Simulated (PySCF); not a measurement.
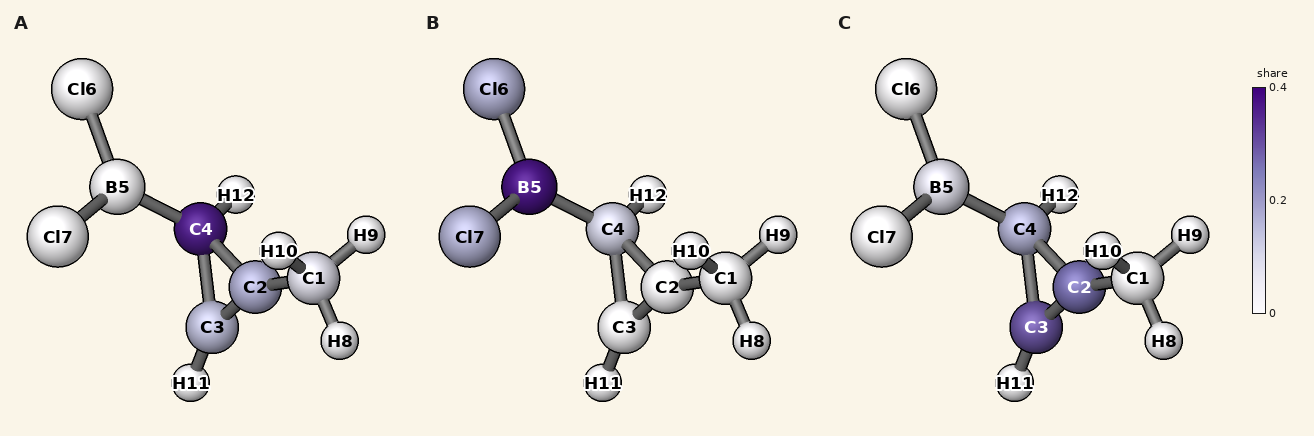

Each panel colours the atoms by their Löwdin share in one orbital (up to four of the largest shares; other atoms are shown as zero). The computed structure is the end point of a GFN2-xTB optimisation. No frequency run is at hand to confirm it as a minimum. Level of theory: B3LYP/def2-SVPD (PySCF 2.14.0).

### The panels show the HOMO−1, HOMO, LUMO, in some order. Which is which?

A: HOMO−1, −8.16 eV; C4 0.36, C2 0.17, C3 0.14, C1 0.07
B: LUMO, −1.25 eV; B5 0.37, Cl6 0.16, Cl7 0.16, C4 0.11
C: HOMO, −7.10 eV; C3 0.29, C2 0.26, C4 0.16, B5 0.07

The geometry is semi-empirical. Around B such bond lengths and angles can be off by a tenth of an ångström or more and by several degrees, and values that hang on the shape move with them.
